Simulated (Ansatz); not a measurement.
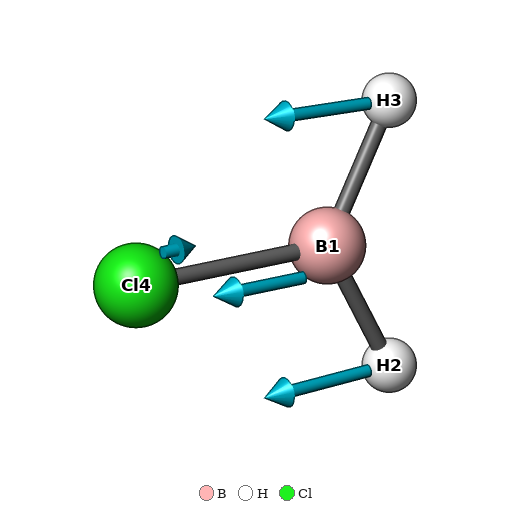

The arrows show one normal mode. Harmonic vibrations computed with RKS PBE0-D4/def2-TZVP (Ansatz 0.2.0) at a stationary point of the same level.

What kind of motion is it?

Mostly B–Cl stretching.

Estimate its harmonic wavenumber.

841 cm⁻¹; it is mode 1 of 6 counted from the lowest.
